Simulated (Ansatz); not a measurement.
Cost and result by functional for the surface energy of the (110) surface of fcc Rh in its 1x1 cell, outermost plane spacing 1.35 Å in the ideal cut, in Ansatz (plane waves, PAW). Single points on the PBE structure, on one kind of machine; costs are rough ratios of the slab run's core time (references not counted) to the cheapest single point. r2SCAN's cost holds its higher cutoff (500 against 420 eV). Differences are taken against r2SCAN for comparison alone: no measured value is at hand, so the table doesn't rank accuracy.

Set-up: 9 atoms, 10.8 Å thick at the start; mesh 14x10x1; 0.1 eV smearing; dipole correction on; all atoms relaxed; symmetry of the start imposed; no spin, no spin-orbit, no U. These notes are the PBE run's.

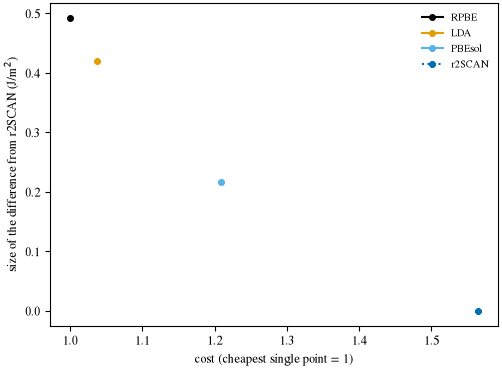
Figure. Difference from r2SCAN against cost

```tsv
functional	relative cost	surface energy (J/m²)	less r2SCAN (J/m²)
RPBE	1	2.14	-0.49
LDA	1	3.06	0.42
PBEsol	1	2.85	0.22
r2SCAN	2	2.64	0.00
PBE (the relaxed run's value)	–	2.42	-0.22
```

The values span 0.91 J/m², while the single points' costs differ by a factor of roughly 2. Differences are of unrounded values.

Ansatz is a first-principles code.
